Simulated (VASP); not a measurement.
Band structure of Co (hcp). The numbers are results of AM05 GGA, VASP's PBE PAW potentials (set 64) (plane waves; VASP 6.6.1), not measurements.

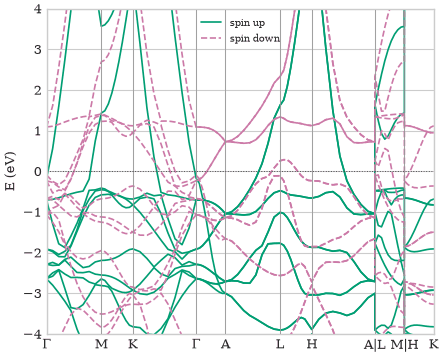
Figure: Bands along high-symmetry lines, zero at the valence-band maximum or, without a gap, the Fermi level

Problem. Read the plot: is there a gap, and where are the band edges?

Solution. It has no gap at this level: it comes out as a metal or semimetal. (Edges off the drawn lines would not show.)

The compound is Co in the hcp structure. It was relaxed first, which changed the volume by -7 %.
